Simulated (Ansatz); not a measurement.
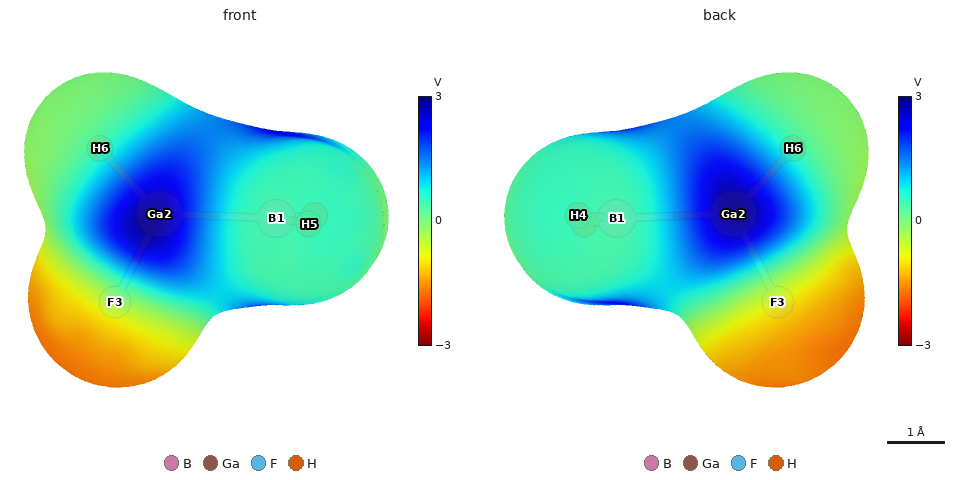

BFGaH₃. The molecular electrostatic potential painted on the density surface at 0.002 e/bohr³, seen from the front and from behind; red is negative and blue positive.

Method: RKS PBE0/def2-SVP in Ansatz.

The calculation's input:

```
crystal:
  periodic: [false, false, false]
  atoms:
    - { symbol: B, position_ang: [-0.78576, 0.49069, -0.71702] }
    - { symbol: Ga, position_ang: [0.60628, -0.1411, 0.7087] }
    - { symbol: F, position_ang: [1.10911, -1.79116, 0.29168] }
    - { symbol: H, position_ang: [-1.91607, 0.2266, -0.59256] }
    - { symbol: H, position_ang: [-0.42889, 0.98741, -1.71175] }
    - { symbol: H, position_ang: [1.41533, 0.22756, 2.02095] }
basis:
  gaussian: { orbitals: def2-SVP }
hamiltonian:
  xc: pbe0
relax:
  f_tol: 0.02
  max_steps: 50
output:
  orbitals: {}
```

Run with:

```sh
ansatz run input.yaml --threads 1 --pin off --max-ram 2048MiB --backend cpu --events-out ev --progress --plain --runs-dir out
```

The fields are those of the run's last geometry, not of the input's.

Describe the electrostatic potential map.

The most negative region (about −1.7 V) lies over F3, the most positive (about +2.8 V) over Ga2.
